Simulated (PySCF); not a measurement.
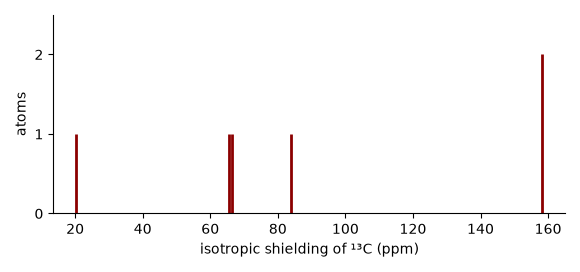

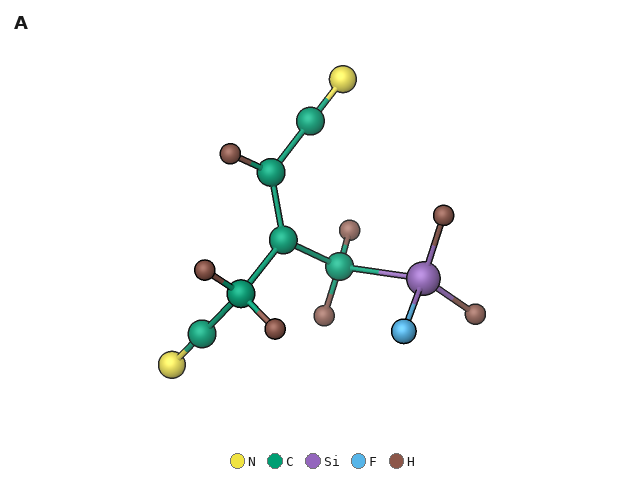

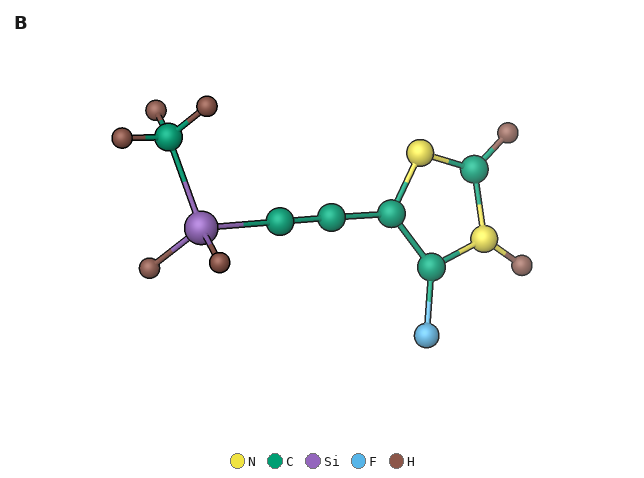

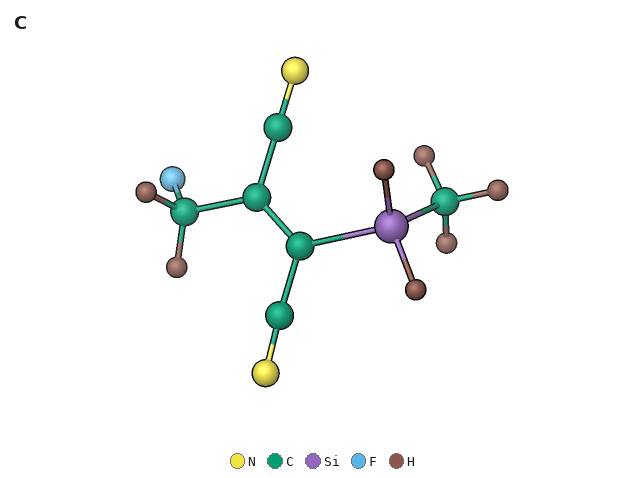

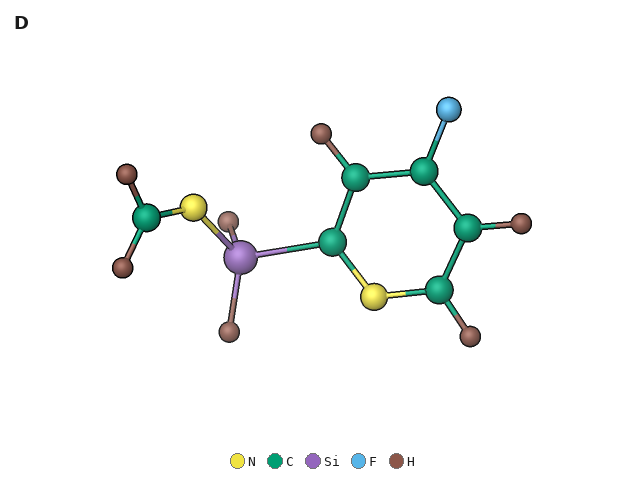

The sticks are computed shieldings of one of the molecules, for one fixed geometry (GFN2-xTB) without averaging over rotations. Low shielding means a high chemical shift. Method: GIAO PBE0/pcSseg-1 NMR shielding, non-relativistic, gas phase (PySCF 2.14.0).

> Which molecule gives this pattern?

A, `N#C/C=C(/CC#N)C[SiH2]F`. Its 6 C atoms give lines at 20.4, 65.4, 66.5, 83.9, 158.2 (2 atoms) ppm.

The geometry is semi-empirical. Around Si such bond lengths and angles can be off by a tenth of an ångström or more and by several degrees, and values that hang on the shape move with them.
